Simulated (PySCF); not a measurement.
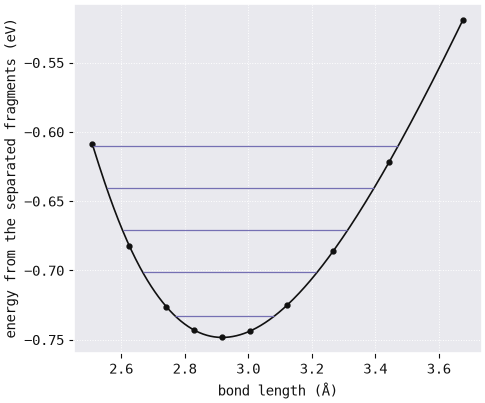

Bond curve of NaLi, singlet. PBE0/pcseg-2 in PySCF, UKS. One reference determinant with the occupation held, the lowest that a PBE0 search over spins and occupations found; no spin-orbit coupling. Zero is the separated fragments in their ground configurations, without counterpoise. With PBE0 the solution stays closed-shell at all points drawn; such a solution can't reach the open-shell fragments at long range. 2 further points of the run are not drawn. Horizontal lines: vibrational levels from ωe and ωexe, starting at v = 0.

**What constants does a Dunham fit to the curve give (main isotopes)?**

re = 2.919 Å, ωe = 254 cm⁻¹, ωexe = 1.3 cm⁻¹, De = 0.75 eV, Be = 0.368 cm⁻¹.

**How stiff is the bond?**

The force constant is 0.20 mdyn/Å, which gives ωe = 254 cm⁻¹.

**Give the computed points.**

| r (Å) | E (eV) |
| --- | --- |
| 2.510 | −0.61 |
| 2.626 | −0.68 |
| 2.743 | −0.73 |
| 2.831 | −0.74 |
| 2.918 | −0.75 |
| 3.006 | −0.74 |
| 3.122 | −0.73 |
| 3.268 | −0.69 |
| 3.443 | −0.62 |
| 3.677 | −0.52 |

Caveats: a spin-polarised solution may lie slightly lower.
